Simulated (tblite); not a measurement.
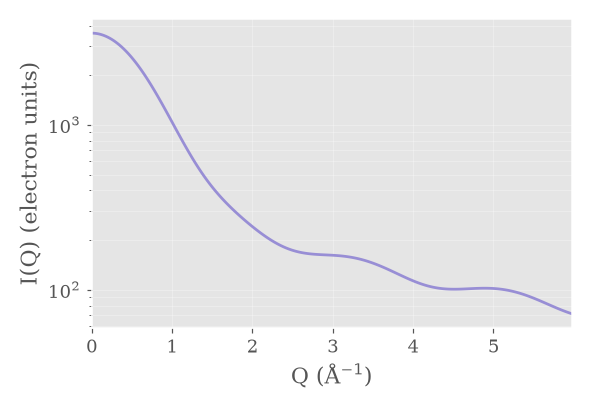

Elastic X-ray scattering of a randomly oriented, rigid molecule, calculated with the Debye equation from neutral-atom form factors (independent atoms, no Compton part, no vibration). The geometry is the end point of an optimisation (GFN2-xTB geometry optimisation, gas phase in tblite 0.8.0); it may be a saddle point or a higher isomer. It contains C, S, N, O, H.

> How many electrons does the independent-atom model of the molecule hold?

I(0) is the square of the electron number: I(0) = 3600, so about 60 electrons, the count of C4H5NOS.

> What radius of gyration does the initial fall-off give?

From I(Q) ≈ I(0) exp(−Q²R²/3) at small Q, R ≈ 2.04 Å. It is larger than the electron-weighted radius of the nuclear positions alone (1.90 Å), because each atom's electron cloud adds to it.
